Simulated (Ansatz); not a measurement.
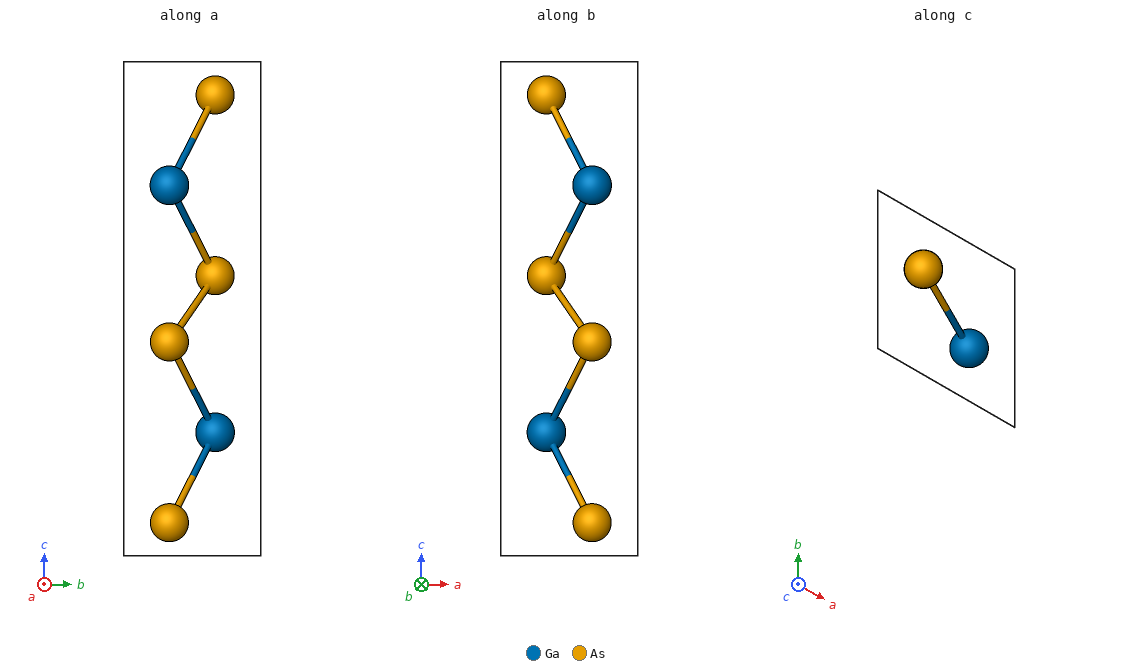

View along the a axis, along the b axis and along the c axis, drawn as a ball-and-stick model. The conventional unit cell is drawn as a box.

Lattice parameters: a = 3.6460 Å, b = 3.6460 Å, c = 11.3788 Å, α = 90.000°, β = 90.000°, γ = 120.000°.

Question: Reconstruct the structure as a CIF with its space group and independent sites, with free fractional coordinates to two decimals.

Answer:
```cif
data_structure
_symmetry_space_group_name_H-M 'P 63/m m c'
_symmetry_Int_Tables_number 194
_cell_length_a 3.6460
_cell_length_b 3.6460
_cell_length_c 11.3788
_cell_angle_alpha 90.000
_cell_angle_beta 90.000
_cell_angle_gamma 120.000
_cell_volume 130.99
loop_
_atom_site_label
_atom_site_type_symbol
_atom_site_symmetry_multiplicity
_atom_site_Wyckoff_symbol
_atom_site_fract_x
_atom_site_fract_y
_atom_site_fract_z
_atom_site_occupancy
Ga1 Ga 2 c 0.3333 0.6667 0.25 1
As1 As 4 f 0.3333 0.6667 0.57 1
```

Origin of the cell: a structure type filled with these elements by a generator (whether the compound takes this form wasn't checked). The final geometry of a relaxation with Ansatz 0.2.0, DFT PBE, scalar-relativistic, plane waves, PAW is shown.
